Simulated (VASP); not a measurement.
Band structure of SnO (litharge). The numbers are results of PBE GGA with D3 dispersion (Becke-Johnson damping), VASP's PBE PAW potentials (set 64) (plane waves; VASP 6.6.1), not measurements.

Unless said otherwise, spin-orbit coupling is left out, though it shifts the bands of the heavy elements here.

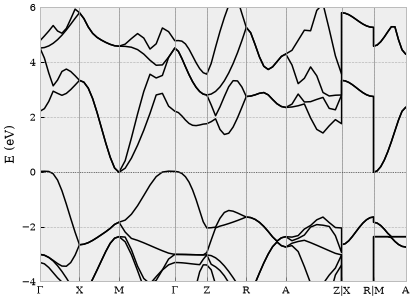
Figure: Bands along high-symmetry lines, zero at the valence-band maximum or, without a gap, the Fermi level

Question: Read the plot: is there a gap, and where are the band edges?

Answer: It has no gap at this level: it comes out as a metal or semimetal. (Edges off the drawn lines would not show.)

Measured: gap 0.70 eV (computed value off by -0.70 eV), as given by David Waroquiers et al., Physical Review B (2013), arXiv:1302.6756.

The compound is SnO in the litharge structure. It was relaxed first.
